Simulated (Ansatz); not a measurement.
# NiTe2 monolayer (1T): phonons and vibrational spectra, part 2 of 2

Wanted: vibrations and spectra of NiTe2 monolayer (1T); the cell is already relaxed. After the zone centre comes a 3×3×1 q mesh on a 15×15×1 k mesh.

Ansatz 0.2.0; DFT PBEsol, scalar-relativistic, plane waves, PAW.

So far. Step 2 (Modes at Γ): Before it was imposed, the acoustic sum rule was missed by 1.3e-4 eV/Å². Small misses are needed for a sound result but don't prove that mesh and cutoff are converged. The lowest optical mode is real, 108 cm⁻¹.

### Step 3. Phonons on a q mesh (continued)

The partial phonon density of states has structure finer than the step of the table below, so its rows give means over 25 cm⁻¹, whole bins alone (the curve runs from -10 to 261 cm⁻¹). Peaks (cm⁻¹: height): Ni 235.6: 0.238; Te 44.6: 0.0734, 58.2: 0.0474, 106.0: 0.146, 126.4: 0.0857, 235.6: 0.0408.

Phonopy on the run's constants, 17x17x1 mesh, Gaussian sigma 2.0 cm-1. Interpolated from a 3×3×1 q mesh. Partial phonon density of states against wavenumber; means over each step; values in 1/cm⁻¹/cell:

| wavenumber (cm⁻¹) | Ni | Te |
| --- | --- | --- |
| 25 | 0.00213 | 0.00938 |
| 50 | 0.00903 | 0.0453 |
| 75 | 0.00430 | 0.0405 |
| 100 | 0.00175 | 0.0861 |
| 125 | 2.0e-5 | 0.0348 |
| 150 | 2.1e-6 | 0.00571 |
| 175 | 0 | 0 |
| 200 | 0 | 0 |
| 225 | 0.0549 | 0.00967 |

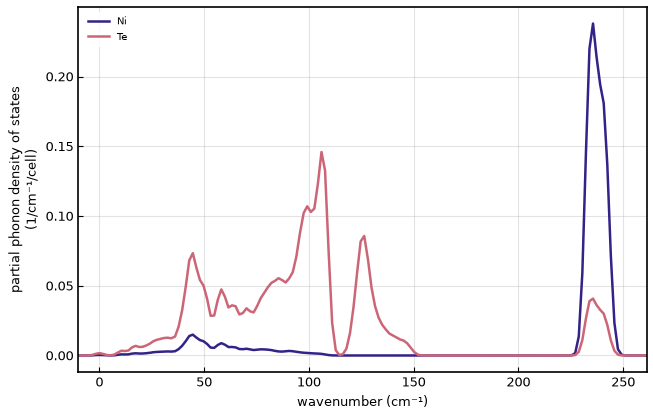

Partial phonon density of states, plotted against wavenumber.

Harmonic thermodynamic functions per atom, from the density of states. Interpolated from a 3×3×1 q mesh. Thermodynamic functions, by row:

| T (K) | F_vib (meV/atom) | S (J/mol-atom/K) | C_V (J/mol-atom/K) |
| --- | --- | --- | --- |
| 0 | 25.28 | 0 | 0 |
| 100 | 17.72 | 16.94 | 17.91 |
| 200 | -7.79 | 31.19 | 22.6 |
| 300 | -45.3 | 40.63 | 23.82 |
| 400 | -91.16 | 47.56 | 24.29 |
| 500 | -143.4 | 53.01 | 24.52 |
| 600 | -200.7 | 57.49 | 24.64 |
| 700 | -262.3 | 61.29 | 24.71 |
| 800 | -327.6 | 64.59 | 24.76 |
| 900 | -396.1 | 67.51 | 24.8 |
| 1000 | -467.4 | 70.13 | 24.82 |

Symmetry leaves 3 wavevectors to solve. The lowest mode among them, the acoustic zeros apart, lies at q = (0, 0.333, 0) and is real, 43.5 cm⁻¹.

### Step 4. Another isotope, element Ni, natural mass 58.6934 amu

An isotope changes the mass and not the force constants, so no new electronic calculation is needed; the shifts show which modes move this element.

The same force constants with the mass of Ni changed from 58.693 to 63.928 u (phonopy, no LO-TO term). Both lists are sorted by frequency; levels can cross, so a row need not hold one and the same mode. Modes under 3 cm⁻¹ are left out. Isotope shifts, by row:

| q | rank | natural mass (cm⁻¹) | changed mass (cm⁻¹) |
| --- | --- | --- | --- |
| 0 0 0 | 4 | 108.3 | 108.3 |
| 0 0 0 | 5 | 108.3 | 108.3 |
| 0 0 0 | 6 | 148.9 | 148.9 |
| 0 0 0 | 7 | 233.7 | 225.8 |
| 0 0 0 | 8 | 233.7 | 225.8 |
| 0 0 0 | 9 | 243.2 | 235 |
| 0 0.3333 0 | 1 | 43.5 | 43.17 |
| 0 0.3333 0 | 2 | 57.58 | 57.17 |
| 0 0.3333 0 | 3 | 83.04 | 82.75 |
| 0 0.3333 0 | 4 | 102.2 | 102.2 |
| 0 0.3333 0 | 5 | 106.2 | 106.1 |
| 0 0.3333 0 | 6 | 128.5 | 128.5 |
| 0 0.3333 0 | 7 | 234.1 | 226 |
| 0 0.3333 0 | 8 | 236.4 | 227.8 |
| 0 0.3333 0 | 9 | 240.5 | 231.9 |
| 0.3333 0.3333 0 | 1 | 52.25 | 51.84 |
| 0.3333 0.3333 0 | 2 | 83.79 | 83.6 |
| 0.3333 0.3333 0 | 3 | 83.79 | 83.6 |
| 0.3333 0.3333 0 | 4 | 90.91 | 90.7 |
| 0.3333 0.3333 0 | 5 | 90.91 | 90.7 |
| 0.3333 0.3333 0 | 6 | 120.1 | 120.1 |
| 0.3333 0.3333 0 | 7 | 238 | 229.1 |
| 0.3333 0.3333 0 | 8 | 238 | 229.1 |
| 0.3333 0.3333 0 | 9 | 239.4 | 231.2 |

A mode of this element alone would shift by -4.18 %. The highest zone-centre frequency without the field goes from 243.2 to 235.0 cm⁻¹ (-3.4 %). The product of the frequency ratios over all optical modes at Γ is 0.902; the product rule, (m/m′)^(3k/2) (M′/M)^(3/2) with k = 1 such atoms and M the mass of the cell, gives 0.902.

### Step 5. Another isotope, element Te, natural mass 127.6 amu

The same for Te, from 127.60 to 129.91 u.

The same force constants with the mass of Te changed from 127.600 to 129.906 u (phonopy, no LO-TO term). Both lists are sorted by frequency; levels can cross, so a row need not hold one and the same mode. Modes under 3 cm⁻¹ are left out. Isotope shifts, by row:

| q | rank | natural mass (cm⁻¹) | changed mass (cm⁻¹) |
| --- | --- | --- | --- |
| 0 0 0 | 4 | 108.3 | 107.3 |
| 0 0 0 | 5 | 108.3 | 107.3 |
| 0 0 0 | 6 | 148.9 | 147.6 |
| 0 0 0 | 7 | 233.7 | 233.3 |
| 0 0 0 | 8 | 233.7 | 233.3 |
| 0 0 0 | 9 | 243.2 | 242.8 |
| 0 0.3333 0 | 1 | 43.5 | 43.18 |
| 0 0.3333 0 | 2 | 57.58 | 57.15 |
| 0 0.3333 0 | 3 | 83.04 | 82.36 |
| 0 0.3333 0 | 4 | 102.2 | 101.3 |
| 0 0.3333 0 | 5 | 106.2 | 105.2 |
| 0 0.3333 0 | 6 | 128.5 | 127.4 |
| 0 0.3333 0 | 7 | 234.1 | 233.8 |
| 0 0.3333 0 | 8 | 236.4 | 236.1 |
| 0 0.3333 0 | 9 | 240.5 | 240.2 |
| 0.3333 0.3333 0 | 1 | 52.25 | 51.86 |
| 0.3333 0.3333 0 | 2 | 83.79 | 83.08 |
| 0.3333 0.3333 0 | 3 | 83.79 | 83.08 |
| 0.3333 0.3333 0 | 4 | 90.91 | 90.15 |
| 0.3333 0.3333 0 | 5 | 90.91 | 90.15 |
| 0.3333 0.3333 0 | 6 | 120.1 | 119 |
| 0.3333 0.3333 0 | 7 | 238 | 237.8 |
| 0.3333 0.3333 0 | 8 | 238 | 237.8 |
| 0.3333 0.3333 0 | 9 | 239.4 | 239 |

A mode of this element alone would shift by -0.89 %. The highest zone-centre frequency without the field goes from 243.2 to 242.8 cm⁻¹ (-0.2 %). The product of the frequency ratios over all optical modes at Γ is 0.969; the product rule, (m/m′)^(3k/2) (M′/M)^(3/2) with k = 2 such atoms and M the mass of the cell, gives 0.969.

### Step 6. Outcome

```json
{
 "space group (within 0.01 Å)": "P-3m1",
 "area per atom": "3.90 Å²",
 "electronic character": "no gap on this mesh",
 "highest optical mode at the zone centre (no LO-TO term)": "243 cm⁻¹",
 "lowest optical zone-centre mode": "108 cm⁻¹",
 "lowest mode on the q mesh (acoustic modes at Γ apart)": "43.5 cm⁻¹",
 "highest frequency on the path or at a solved wavevector": "244 cm⁻¹",
 "zero-point energy per atom": "25.3 meV",
 "heat capacity at 300 K": "23.8 J/(mol atoms K)",
 "vibrational entropy at 300 K": "40.6 J/(mol atoms K)",
 "imaginary modes on the 3×3×1 q mesh": "none"
}
```

What this shows: The structure is a minimum as far as tested: no mode is imaginary at the 3 irreducible wavevectors of the 3×3×1 mesh, and the softest away from the acoustic zeros lies at 44 cm⁻¹. The optical modes at Γ span 108 to 243 cm⁻¹. The highest mode in this list at Γ, 243.2 cm⁻¹, is mostly motion of Ni (81 % of the kinetic energy). On the path and the mesh, the widest gap between branches runs from 149 to 232 cm⁻¹. With no gap, or one that is small against the smearing, the frequencies hang on the k mesh and the smearing, most of all near Kohn anomalies. The phonon runs are without spin polarisation, although Ni often carries a moment. In a sheet or slab the interpolated bending branch near Γ is rough, since the rotational sum rule isn't imposed. Spin-orbit coupling is left out, which can matter for the heavy elements here. The starting cell was built on a prototype and not taken from a measurement. These are harmonic frequencies at zero temperature: anharmonic shifts, linewidths and thermal expansion are left out.

[Logs are printed without paths, hosts, clocks, repeated set-up lines and the standing remarks that a program may print on its own settings, such as how far it seeks lower states.]

[Hosts, paths, dates, database ids (printed as entryN), source tags and the programs' standing remarks are cut or masked in the printed files.]
